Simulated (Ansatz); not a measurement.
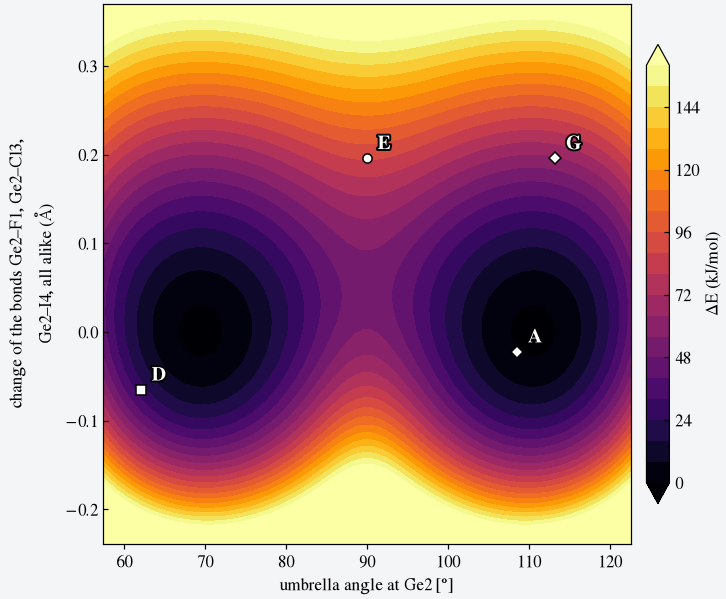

ClFGeI, SMILES [F][Ge]([Cl])[I], spin multiplicity 2. First axis: umbrella angle at Ge2 (between each of its bonds and their common axis; 90 is planar). Second axis: change of the bonds Ge2–F1, Ge2–Cl3, Ge2–I4, all alike. Nothing is relaxed (all other coordinates rigid). The scan uses a 15 × 15 grid; 120 points were computed and 105 follow by symmetry. Points are written as (first, second). Energies are in kJ/mol, from the lowest grid point. All numbers below come from UKS PBE-D4/def2-SVP (Ansatz 0.2.0).

In the figure: filled contours, one colour for all values above the top of the scale, lettered points. Between grid points the surface is interpolated.

Is E the lowest point of the computed grid?

No. E lies 89 kJ/mol above the lowest grid point, which is at (71.4°, 0.022 Å).

What kind of point is each of D, E, G: minimum, saddle, maximum or slope?

D: on a slope; E: on a slope; G: on a slope. (In these two coordinates alone; a stationary point may lie a little off the grid point.)
